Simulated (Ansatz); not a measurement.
# UPBE-QIDH/def2-TZVPP run of CaF (SMILES [F][Ca])

Aim: the electronic atomisation energy of CaF at UPBE-QIDH/def2-TZVPP, from 3 runs. 

The calculation is run with Ansatz 0.2.0.

38 further runs of the same task are left out: 4 that didn't finish, 34 set aside as unsound or not needed.

## Step 1: The system as given

The species is CaF (2 atoms), meant as a doublet with charge 0. As SMILES, `[F][Ca]`. Geometry: relaxed at PBE0-D4/def2-TZVP.

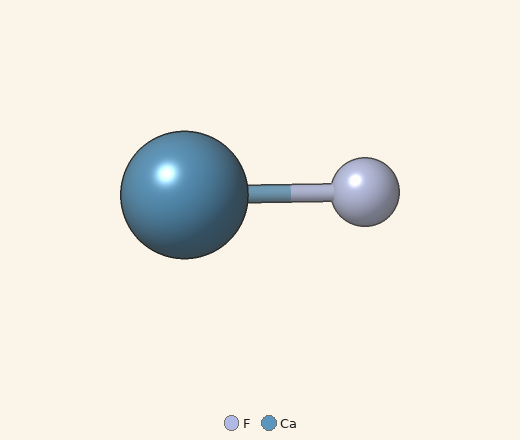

The structure, seen from a chosen angle (fluorine light blue, calcium blue).

## Step 2: A single-point energy at UPBE-QIDH/def2-TZVPP

Contents of job.yaml:

```yaml
crystal:
  periodic: [false, false, false]
  atoms:
    - {symbol: F, position_ang: [0.000000, -0.000000, -0.048360]}
    - {symbol: Ca, position_ang: [-0.000000, 0.000000, 1.901310]}
basis:
  gaussian: {orbitals: def2-TZVPP}
magnetization: {spin_polarized: true, initial_magnetization: 1}
hamiltonian: {xc: {name: PBE-QIDH}}
correlation: {frozen_orbitals: {Ca: 5, F: 1}}
accuracy: high
output: {orbitals: {seedname: orbitals}}
```

The run is started by

```
$ ansatz run job.yaml --threads 1 --pin off --max-ram 3480MiB --events-out events.jsonl --progress --plain --runs-dir runs
```

The program printed:

```text
Warning: RAYON_NUM_THREADS=1 ignored (pool sized by the plan → 1); use --threads N
Functional definition: PBE-QIDH
  name "PBE-QIDH"
  parameter a = 3^(-1/3)
  parameter c = 1/3
  exchange = (1 - a)*pbe_x + a*exact_x
  correlation = (1 - c)*pbe_c + c*(mp2_os + mp2_ss)
1052 factors; integrals over basis functions are off by at most 3.9e-9 eV
mean field evaluation 1: about -21139.3409 eV, gradient 2.9e1 eV
mean field evaluation 2: about -21139.3567 eV, gradient 2.9e1 eV
mean field evaluation 4: about -21142.4763 eV, gradient 1.4e0 eV
mean field evaluation 8: about -21142.5232 eV, gradient 8.5e-2 eV
mean field evaluation 16: about -21142.5236 eV, gradient 2.6e-4 eV
mean field -21142.52355950 eV, -776.9734098946 hartree, gradient 8.4e-9 eV, S^2 0.750203; 0 other end points of the search recorded, 0 dependent functions left out
6 core orbitals not correlated: weight in the atoms' cores, before any rotation towards them, 1.000 or more for the frozen orbitals, at most 0.000 for the correlated occupied ones
reference -21142.52356062 eV, -776.9734099355 hartree; 9, 8 occupied and 52, 53 virtual orbitals, 1052 factors
second order -13.72964126 eV of doubles, -0.00000000 eV of singles
Total energy: -21147.10010770 eV, -777.1415949388 hartree
```

Wall time 5.4 s (1 thread of Arm Neoverse V2, shared host); peak memory 0.21 GiB.

## Step 3: The Ca atom at the same level

Contents of run.yaml:

```yaml
basis:
  gaussian:
    orbitals: def2-TZVPP
crystal:
  periodic: [false, false, false]
  atoms:
    - {symbol: Ca, position_ang: [0.000000, 0.000000, 0.000000]}
magnetization:
  spin_polarized: false
  initial_magnetization: 0
hamiltonian:
  xc: {name: PBE-QIDH}
correlation:
  frozen_orbitals: {Ca: 5}
accuracy: high
```

The run is started by

```
$ ansatz run run.yaml --threads 1 --pin off --max-ram 3480MiB --events-out events.jsonl --progress --plain --runs-dir runs
```

The program printed:

```text
Warning: RAYON_NUM_THREADS=1 ignored (pool sized by the plan → 1); use --threads N
Functional definition: PBE-QIDH
  name "PBE-QIDH"
  parameter a = 3^(-1/3)
  parameter c = 1/3
  exchange = (1 - a)*pbe_x + a*exact_x
  correlation = (1 - c)*pbe_c + c*(mp2_os + mp2_ss)
320 factors; integrals over basis functions are off by at most 3.7e-9 eV
mean field evaluation 1: about -18427.6147 eV, gradient 4.2e-1 eV
mean field evaluation 2: about -18427.6156 eV, gradient 4.2e-1 eV
mean field evaluation 4: about -18427.6163 eV, gradient 2.3e-2 eV
mean field evaluation 8: about -18427.6163 eV, gradient 8.3e-6 eV
mean field evaluation 16: about -18427.6163 eV, gradient 8.7e-9 eV
mean field -18427.61626733 eV, -677.2024071374 hartree, gradient 8.7e-9 eV, S^2 0.000000; 0 other end points of the search recorded, 0 dependent functions left out
5 core orbitals not correlated: weight in the atoms' cores, before any rotation towards them, 1.000 or more for the frozen orbitals, at most 0.000 for the correlated occupied ones
reference -18427.61626793 eV, -677.2024071595 hartree; 5, 5 occupied and 26, 26 virtual orbitals, 320 factors
second order -6.21958817 eV of doubles, -0.00000000 eV of singles
Total energy: -18429.68946399 eV, -677.2785957094 hartree
```

It took 1.1 s on 1 thread of Arm Neoverse V2, shared host; peak memory 0.097 GiB.

## Step 4: The F atom at the same level

Contents of molecule.yaml:

```yaml
crystal:
  periodic: [false, false, false]
  atoms:
    - {symbol: F, position_ang: [0.000000, 0.000000, 0.000000]}
basis:
  gaussian: {orbitals: def2-TZVPP}
magnetization: {spin_polarized: true, initial_magnetization: 1}
hamiltonian: {xc: {name: PBE-QIDH}}
correlation: {frozen_orbitals: {F: 1}}
accuracy: high
```

Run the same way, it converges to -99.66615 Eh (log not shown).

## Step 5: Summary of results

At UPBE-QIDH/def2-TZVPP, 6 core orbitals frozen:

| quantity | value |
| --- | --- |
| molecule: total energy | -777.14159 Eh |
| molecule: HOMO energy (SCF part's orbitals) (highest over α and β) | -5.22 eV |
| molecule: LUMO energy (SCF part's orbitals) (lowest over α and β) | -0.73 eV |
| molecule: ⟨S²⟩ | 0.750 |
| Ca atom: total energy | -677.27860 Eh |
| F atom: total energy | -99.66615 Eh |
| F atom: ⟨S²⟩ | 0.753 |
| electronic atomisation energy | 5.357 eV |

**Reading.** Taking the molecule apart into free atoms costs 5.36 eV (517 kJ/mol), before zero-point energy and without spin-orbit coupling.
